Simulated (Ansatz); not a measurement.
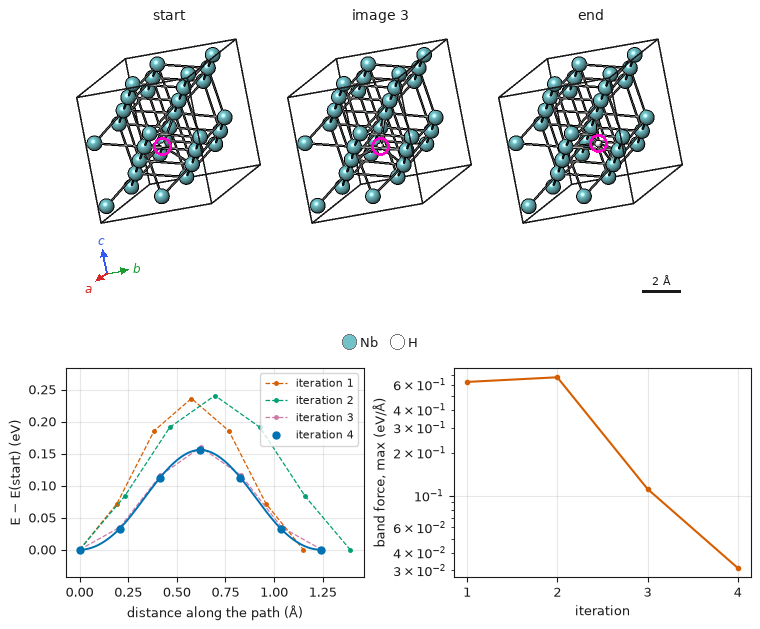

NEB run on a defect cell of composition Nb32H (33 atoms in the cell). Images are numbered from 0 (start) to 6 (end). The plot follows the band through its iterations. Style: ball-and-stick. Shown: the reduced simulation cell (origin moved), slightly off an axis. The moving atom is ringed, with any periodic copies. Lengths and directions refer to the drawn axes. Bonds to atoms that aren't drawn are left out.

The calculation used DFT PBEsol, scalar-relativistic, plane waves, PAW in Ansatz 0.2.0. Run with plane-wave cutoff 420 eV; k-point mesh 3 × 3 × 3; Gaussian smearing 0.1 eV; 5 movable images; climbing image.

Q: Did the band converge, and can the barrier be trusted?

A: The run is converged, with reservations. The band converged in 4 iterations. The largest component of the band force went from 0.63 to 0.031 eV/Å. The climbing image converged on the top of the path. Its curvatures weren't checked. The first iteration put the highest image at 0.236 eV. The barrier is about 0.156 eV in both directions, with image 3 at the top; the ends have the same energy.
